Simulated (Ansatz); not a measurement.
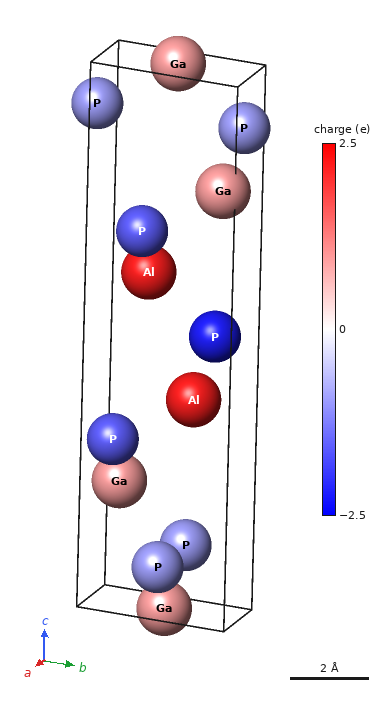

This spheres-only model is shown slightly off an axis. Atoms at the boundary of the cell (the run's own, in a reduced setting) (the box) are drawn once for each face, edge or corner they touch. The atoms of this Al2Ga3P5 cell are coloured by their Bader charge.

The calculation used DFT r2SCAN, scalar-relativistic, plane waves, PAW (Ansatz 0.2.0), with E_cut = 500 eV, k-points about 0.23 Å⁻¹ apart, Gaussian smearing of 0.02 eV, no spin polarisation.

Which atoms are positive and which negative?

Answer. Most positive: Al; most negative: P. Charges: about Al +2.2 e; Ga +0.9 e; P -2.2 to -0.9 e. The transfer is large, as in an ionic solid.

Its origin is a structure type filled with these elements by a generator (whether the compound takes this form wasn't checked). Earlier steps of the study, as a rule a relaxation of our own, may have changed the cell and positions, so they can lie some per cent off the listed ones. It went into a calculation with Ansatz.
